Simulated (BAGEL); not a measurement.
# BNH3ClO (SMILES NB(O)Cl), step by step

Aim: the energy (HF/def2-SV(P)), then the energy (NEVPT2(2,2)/def2-SV(P)), then the energy (CASPT2(2,2)/def2-SV(P)) of BNH3ClO. 

The results are computed with BAGEL 1.2.2.

2 further runs of the same task are left out: 2 set aside as unsound or not needed.

### Step 1. The system as given

The species is BNH3ClO (7 atoms), meant as a singlet with charge 0. As SMILES, `NB(O)Cl`. The O3–H7 distance was set to 1.534 Å, away from the relaxed value. At this shape a bond of the SMILES string is far longer than usual.

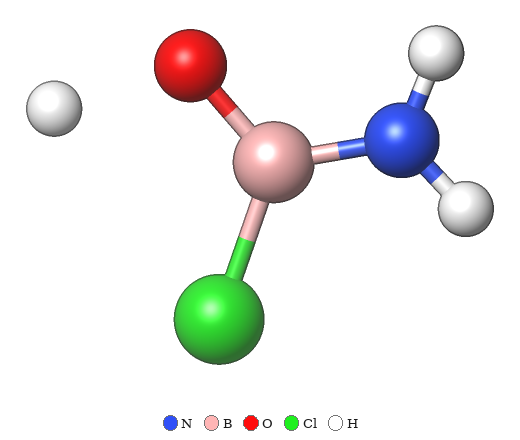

The structure, seen from a chosen angle (nitrogen blue, boron pink, oxygen red, chlorine green, hydrogen white).

### Step 2. The energy at HF/def2-SV(P) (density fitting with svp-jkfit) (run 1)

Contents of job.json:

```json
{ "bagel": [

{
  "title": "molecule",
  "basis": "def2-sv_p_.json",
  "df_basis": "svp-jkfit",
  "angstrom": "true",
  "geometry": [
    { "atom": "N", "xyz": [   -0.708372,    1.513058,    0.070137 ] },
    { "atom": "B", "xyz": [   -0.127372,    0.248758,    0.001237 ] },
    { "atom": "O", "xyz": [    0.908728,   -0.085742,    0.816937 ] },
    { "atom": "Cl", "xyz": [   -0.758272,   -0.940242,   -1.175863 ] },
    { "atom": "H", "xyz": [   -1.472472,    1.794158,   -0.514563 ] },
    { "atom": "H", "xyz": [   -0.382572,    2.208558,    0.717937 ] },
    { "atom": "H", "xyz": [    1.410800,   -1.517400,    0.591500 ] }
  ]
},
{ "title": "hf" },
{ "title": "print", "file": "orbitals.molden", "orbitals": "true" }

]}
```

The basis set def2-SV(P) is read from a file made from the Basis Set Exchange's data (not shown).

The run is started by

```
$ BAGEL_NUM_THREADS=1 BAGEL job.json > job.out
```

What it wrote:

```text
* using 1 threads per process

  ===============================================================
  ===============================================================

  *** Geometry ***

  { "atom" : "N", "xyz" : [     -1.338629,      2.859265,      0.132540 ] },
  { "atom" : "B", "xyz" : [     -0.240698,      0.470084,      0.002338 ] },
  { "atom" : "O", "xyz" : [      1.717247,     -0.162029,      1.543787 ] },
  { "atom" : "Cl", "xyz" : [     -1.432926,     -1.776800,     -2.222059 ] },
  { "atom" : "H", "xyz" : [     -2.782569,      3.390467,     -0.972383 ] },
  { "atom" : "H", "xyz" : [     -0.722956,      4.173570,      1.356704 ] },
  { "atom" : "H", "xyz" : [      2.666026,     -2.867470,      1.117773 ] },

  Number of auxiliary basis functions:      411

  Since a DF basis is specified, we compute 2- and 3-index integrals:
    o Being stored without compression. Storage requirement is 0.014 GB

  Number of basis functions:       66
  Number of electrons      :       40

    * METHOD: MOLECULE                             0.11

  *** RHF ***

  === Nuclear Repulsion ===
   142.4515835945

      * DIIS with orbital gradients will be used.

  === RHF iteration (def2-sv_p_.json) ===
      0       -614.69523537          0.02706300           0.03
      1       -614.84355317          0.02129641           0.03
      2       -614.98253023          0.00268443           0.03
      3       -614.98539619          0.00122305           0.03
      4       -614.98611833          0.00026385           0.03
      5       -614.98619011          0.00009460           0.03
      6       -614.98620259          0.00003390           0.03
      7       -614.98620392          0.00001270           0.03
      8       -614.98620412          0.00000689           0.03
      9       -614.98620417          0.00000262           0.03
     10       -614.98620418          0.00000085           0.03
     11       -614.98620418          0.00000035           0.03
     12       -614.98620418          0.00000013           0.03
     13       -614.98620418          0.00000005           0.03
     14       -614.98620418          0.00000002           0.03
     15       -614.98620418          0.00000001           0.03
    * SCF iteration converged.

    * Permanent dipole moment:
           (   -0.090063,    -0.110725,    -0.138951) a.u.

    * METHOD: HF                                   0.56

    * METHOD: PRINT                                0.01

  ===============================================================
```

Wall time 0.85 s (1 thread of Arm Neoverse V2, shared host); peak memory 0.14 GiB.

### Step 3. A single-point energy at NEVPT2(2,2)/def2-SV(P) (density fitting with svp-jkfit) (run 2)

Contents of input.json:

```json
{ "bagel" : [

{
  "title" : "molecule",
  "basis" : "def2-sv_p_.json",
  "df_basis" : "svp-jkfit",
  "angstrom" : true,
  "geometry" : [
    { "atom" : "N", "xyz" : [      -0.708372,       1.513058,       0.070137 ] },
    { "atom" : "B", "xyz" : [      -0.127372,       0.248758,       0.001237 ] },
    { "atom" : "O", "xyz" : [       0.908728,      -0.085742,       0.816937 ] },
    { "atom" : "Cl", "xyz" : [      -0.758272,      -0.940242,      -1.175863 ] },
    { "atom" : "H", "xyz" : [      -1.472472,       1.794158,      -0.514563 ] },
    { "atom" : "H", "xyz" : [      -0.382572,       2.208558,       0.717937 ] },
    { "atom" : "H", "xyz" : [       1.410800,      -1.517400,       0.591500 ] }
  ]
},

{ "title" : "hf" },

{ "title" : "nevpt2", "nstate" : 1, "nact" : 2, "nclosed" : 19, "active" : [15, 21], "maxiter" : 200, "natocc" : true, "ncore" : 8 },

{ "title" : "print", "file" : "orbitals.molden", "orbitals" : true }

]}
```

The basis set def2-SV(P) is read from a file made from the Basis Set Exchange's data (not shown).

The run is started by

```
$ BAGEL_NUM_THREADS=1 BAGEL input.json > input.out
```

What it wrote:

```text
* using 1 threads per process

  ===============================================================
  ===============================================================

  *** Geometry ***

  { "atom" : "N", "xyz" : [     -1.338629,      2.859265,      0.132540 ] },
  { "atom" : "B", "xyz" : [     -0.240698,      0.470084,      0.002338 ] },
  { "atom" : "O", "xyz" : [      1.717247,     -0.162029,      1.543787 ] },
  { "atom" : "Cl", "xyz" : [     -1.432926,     -1.776800,     -2.222059 ] },
  { "atom" : "H", "xyz" : [     -2.782569,      3.390467,     -0.972383 ] },
  { "atom" : "H", "xyz" : [     -0.722956,      4.173570,      1.356704 ] },
  { "atom" : "H", "xyz" : [      2.666026,     -2.867470,      1.117773 ] },

  Number of auxiliary basis functions:      411

[... 21 lines left out ...]
    * SCF iteration converged.
[... 1 line left out ...]
    * Permanent dipole moment:
[... 28 lines left out ...]
    * Second-order optimization converged. *

     guess   0:   closed 1.                   open ..

  === FCI iteration ===

      0  0      -614.98169287     1.05e-01      0.00
      1  0      -615.03751288     1.96e-02      0.00
      2  0 *    -615.04034447     1.31e-15      0.00

     * ci vector, state   0, <S^2> = 0.0000
       2.     0.9623559768
       .2    -0.2717921519

  === DF-NEVPT2 calculation ===

    * 3-index integral transformation done
    * assembly done

      NEVPT2 correlation energy:   -0.5266158905      0.08

          (+0)     -0.4480718932
          (+0)'    -0.0285661561
          (+1)     -0.0095951146
          (+1)'    -0.0000000000
          (+2)     -0.0005316677
          (-1)     -0.0373742377
          (-1)'     0.0000000000
          (-2)     -0.0024768213

      NEVPT2 total energy:       -615.5669603644

    * METHOD: NEVPT2                               2.76

    * METHOD: PRINT                                0.01

  ===============================================================
```

Wall time 3.6 s (1 thread of Arm Neoverse V2, shared host); peak memory 0.14 GiB.

### Step 4. A single-point energy at CASPT2(2,2)/def2-SV(P) (density fitting with svp-jkfit) (run 3)

Contents of job.json:

```json
{ "bagel" : [

{
  "title" : "molecule",
  "basis" : "def2-sv_p_.json",
  "df_basis" : "svp-jkfit",
  "angstrom" : true,
  "geometry" : [
    { "atom" : "N", "xyz" : [      -0.708372,       1.513058,       0.070137 ] },
    { "atom" : "B", "xyz" : [      -0.127372,       0.248758,       0.001237 ] },
    { "atom" : "O", "xyz" : [       0.908728,      -0.085742,       0.816937 ] },
    { "atom" : "Cl", "xyz" : [      -0.758272,      -0.940242,      -1.175863 ] },
    { "atom" : "H", "xyz" : [      -1.472472,       1.794158,      -0.514563 ] },
    { "atom" : "H", "xyz" : [      -0.382572,       2.208558,       0.717937 ] },
    { "atom" : "H", "xyz" : [       1.410800,      -1.517400,       0.591500 ] }
  ]
},

{
  "title" : "hf"
},

{
  "title" : "casscf",
  "nstate" : 1,
  "nact" : 2,
  "nclosed" : 19,
  "active" : [15, 21],
  "maxiter" : 200,
  "natocc" : true
},

{
  "title" : "print",
  "file" : "orbitals.molden",
  "orbitals" : true
},

{
  "title" : "smith",
  "method" : "caspt2",
  "ms" : true,
  "xms" : true,
  "sssr" : true,
  "shift" : 0.2,
  "shift_imag" : true,
  "ncore" : 8
}

]}
```

The basis set def2-SV(P) is read from a file made from the Basis Set Exchange's data (not shown).

The run is started by

```
$ BAGEL_NUM_THREADS=1 BAGEL job.json > job.out
```

What it wrote:

```text
* using 1 threads per process

  ===============================================================
  ===============================================================

  *** Geometry ***

  { "atom" : "N", "xyz" : [     -1.338629,      2.859265,      0.132540 ] },
  { "atom" : "B", "xyz" : [     -0.240698,      0.470084,      0.002338 ] },
  { "atom" : "O", "xyz" : [      1.717247,     -0.162029,      1.543787 ] },
  { "atom" : "Cl", "xyz" : [     -1.432926,     -1.776800,     -2.222059 ] },
  { "atom" : "H", "xyz" : [     -2.782569,      3.390467,     -0.972383 ] },
  { "atom" : "H", "xyz" : [     -0.722956,      4.173570,      1.356704 ] },
  { "atom" : "H", "xyz" : [      2.666026,     -2.867470,      1.117773 ] },

  Number of auxiliary basis functions:      411

[... 21 lines left out ...]
    * SCF iteration converged.
[... 1 line left out ...]
    * Permanent dipole moment:
[... 27 lines left out ...]
    * Second-order optimization converged. *
[... 9 lines left out ...]
     * ci vector, state   0, <S^2> = 0.0000
[... 16 lines left out ...]
    * Zeroth order energy : state  0       -0.9076543512
[... 4 lines left out ...]
       #      aibj      arbs      arbi      airj      risj      airs      arst      rist         Etot      error   time
[... 2 lines left out ...]
       0  -0.44655  -0.00295  -0.03818  -0.00995  -0.00069  -0.02690  -0.00000  -0.00000   -0.5252178  0.0014909   0.04
       1  -0.44669  -0.00296  -0.03831  -0.01002  -0.00071  -0.02720  -0.00000  -0.00000   -0.5258968  0.0001704   0.04
       2  -0.44670  -0.00296  -0.03829  -0.01002  -0.00071  -0.02721  -0.00000  -0.00000   -0.5259077  0.0000297   0.04
       3  -0.44670  -0.00296  -0.03829  -0.01002  -0.00072  -0.02721  -0.00000  -0.00000   -0.5259080  0.0000056   0.04
       4  -0.44670  -0.00296  -0.03829  -0.01002  -0.00072  -0.02721   0.00000  -0.00000   -0.5259080  0.0000011   0.04
       5  -0.44670  -0.00296  -0.03829  -0.01002  -0.00072  -0.02721   0.00000  -0.00000   -0.5259080  0.0000002   0.04

      ------------------------------------------------------------------------------------------------------------------

    * CASPT2 energy : state  0     -615.5685737491
        w/o shift correction       -615.5662524528
        reference weight              0.8602388386

    * METHOD: SMITH                                0.35

  ===============================================================
```

Run time: 3.9 s. Hardware: 1 thread of Arm Neoverse V2, shared host; peak memory 0.14 GiB.

### Step 5. Summary of results

| quantity | value |
| --- | --- |
| run 1, HF/def2-SV(P): total energy | -614.98620 Eh |
| run 1, HF/def2-SV(P): dipole moment | 0.51 D |
| run 1, HF/def2-SV(P): HOMO energy | -11.39 eV |
| run 1, HF/def2-SV(P): LUMO energy | 1.10 eV |
| run 1, HF/def2-SV(P): HOMO–LUMO gap | 12.49 eV |
| run 2, NEVPT2(2,2)/def2-SV(P): total energy | -615.56696 Eh |
| run 3, CASPT2(2,2)/def2-SV(P): total energy | -615.56857 Eh |
